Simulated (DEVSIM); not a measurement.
System: abrupt GaAs p-n junction, at 300 K.

```csv
layer (left to right),material,thickness (μm),Nd (cm⁻³),Na (cm⁻³),τn (s),τp (s)
1,GaAs,4.10,-,9.4e17,4e-8,4e-8
2,GaAs,17.0,3.3e14,-,4e-8,4e-8
```

Left contact: ohmic. Right contact: ohmic. Voltage is applied to the left contact. Recombination: SRH at mid-gap. Mobility is constant in doping.

The device is made up for the run: typed textbook-type constants, with dimensions and the other settings drawn at random. Values at 300 K.

```tsv
parameter	GaAs
gap (eV)	1.424
affinity (eV)	4.07
permittivity	12.9
Nc (cm⁻³)	4.7e17
Nv (cm⁻³)	9e18
μn (cm²/Vs)	8500
μp (cm²/Vs)	400
```

Simulated with DEVSIM: 1D drift-diffusion, Boltzmann statistics, complete ionisation; no tunnelling, impact ionisation, image-force lowering or self-heating.

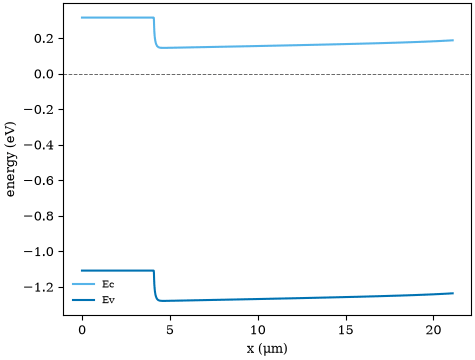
Figure. Band edges at 1.05 V on the left contact

Energies count from the Fermi level of the right contact; mesh points crowd at the junctions.

```csv
x (μm),Ec (eV),Ev (eV),n (cm⁻³),p (cm⁻³),field (V/cm)
0.000,0.316,-1.108,< 1e2,9.4e17,≈ 0
0.03471,0.316,-1.108,1.7e10,9.4e17,≈ 0
0.1249,0.316,-1.108,6.3e10,9.4e17,≈ 0
0.3381,0.316,-1.108,1.7e11,9.4e17,≈ 0
1.143,0.316,-1.108,5.8e11,9.4e17,≈ 0
2.622,0.316,-1.108,1.3e12,9.4e17,≈ 0
3.506,0.316,-1.108,1.8e12,9.4e17,≈ 0
3.940,0.316,-1.108,2.0e12,9.4e17,≈ 0
4.048,0.316,-1.108,2.0e12,9.4e17,≈ 0
4.093,0.309,-1.115,2.6e12,7.4e17,-14000
4.120,0.234,-1.190,4.9e13,4.0e16,-17000
4.226,0.165,-1.259,7.0e14,2.7e15,-2600
4.444,0.146,-1.278,1.5e15,1.3e15,-160
5.014,0.146,-1.278,1.5e15,1.2e15,19
7.132,0.150,-1.274,1.3e15,9.4e14,20
11.87,0.159,-1.265,8.9e14,5.6e14,21
17.19,0.172,-1.252,5.7e14,2.4e14,29
19.52,0.180,-1.244,4.3e14,1.0e14,40
20.65,0.185,-1.239,3.6e14,3.2e13,53
20.93,0.187,-1.237,3.4e14,1.2e13,57
21.05,0.187,-1.237,3.3e14,4.0e12,58
21.10,0.188,-1.236,3.3e14,< 1e2,58
```
